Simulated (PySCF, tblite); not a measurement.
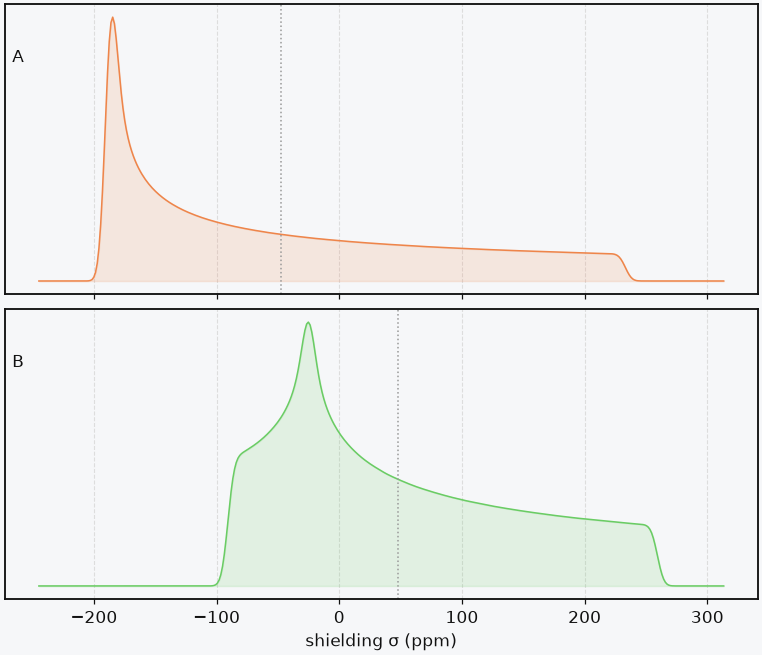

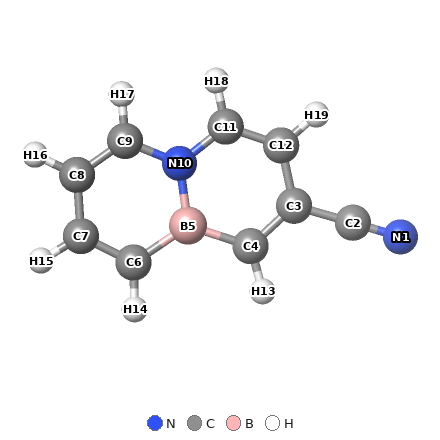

Static powder patterns (¹⁵N) from GIAO shielding tensors of C₉H₇BN₂, SMILES N#CC1=CB2C=CC=CN2C=C1, PBE0/pcSseg-1, PySCF, at a GFN2-xTB geometry (a minimum by its frequencies); absolute shielding, one fixed geometry of the isolated molecule without any motion, no dipolar terms. The dotted line is the isotropic value; skew is 3(σiso − σ22)/span.

The panels belong to N1 and N10. Which is which?

panel A: N1, σ11, σ22, σ33 = −191, −186, 233 ppm, isotropic −48, span 424 ppm, skew 0.98; panel B: N10, σ11, σ22, σ33 = −91, −25, 259 ppm, isotropic 48, span 350 ppm, skew 0.62.

Note: the tight-binding geometry is rougher than a DFT one and adds to the error.
